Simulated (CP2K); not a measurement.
Consider dimethyl sulfoxide at its PBE geometry (Å).

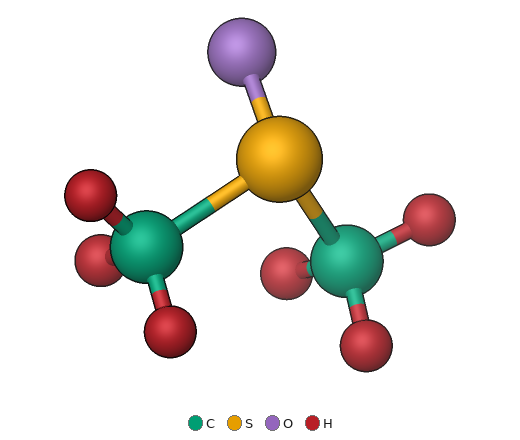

The molecule (carbon teal, sulfur orange, oxygen purple, hydrogen red).

```xyz
10

C    -1.2776    0.1605   -0.4766
S    -0.0793   -1.0292    0.2131
C     1.3671    0.0785    0.1098
O    -0.4105   -1.1801    1.6674
H    -2.2573   -0.3303   -0.4443
H    -1.0122    0.3994   -1.5149
H    -1.2862    1.0625    0.1493
H     1.1662    0.9861    0.6940
H     2.2130   -0.4684    0.5428
H     1.5767    0.3211   -0.9406
```

Method: CP2K XAS_TDP, all-electron GAPW, PBEh(45%), aug-cc-pVDZ, TDA, GW2X-corrected core level, no relativity.

Predict the bright core excitations at the C K edge.

Leading lines: C1 289.83 eV. The leading line of an atom is its first one with 35 % of the strongest within 2.5 eV of its lowest line over the strength cut. Core ionisation energies at this level: C1 292.71 eV.

The first six lines of each atom with a strength over 0.0015:

```
                             atom  energy (eV)  states  strength, one atom  above the computed threshold
C1 (bonded to S and 3 H), 2 alike       289.83       1              0.0426                              
                                        291.08       1              0.0232                              
                                        291.19       1              0.0206                              
                                        291.48       1              0.0032                              
                                        292.04       1              0.0058                              
                                        292.71       1              0.0017
```

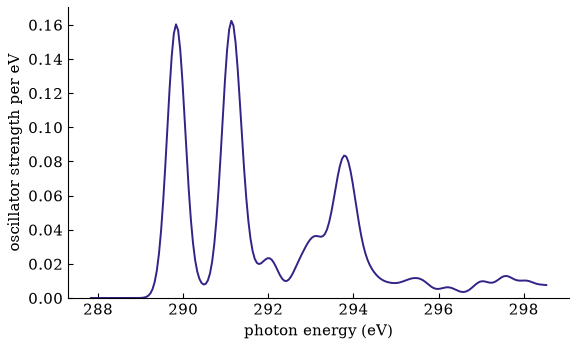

All atoms added, broadened by 0.5 eV.

Lines are vertical, at one geometry, with no vibrational structure. GW2X ionisation energies and lines can be off by 1 to 2 eV either way, and a good line position may hide errors that cancel. These values hold no scalar relativity, about 0.1 eV for C 1s. Rydberg lines, and the discretised continuum above threshold, depend on the basis and the box.

[Banner, clock and machine lines of the logs are left out without a mark of their own.]

[Logs are printed without paths, hosts, clocks, repeated set-up lines and the standing remarks that a program may print on its own settings, such as how far it seeks lower states.]

[Hosts, paths, dates, database ids (printed as entryN), source tags and the programs' standing remarks are cut or masked in the printed files.]
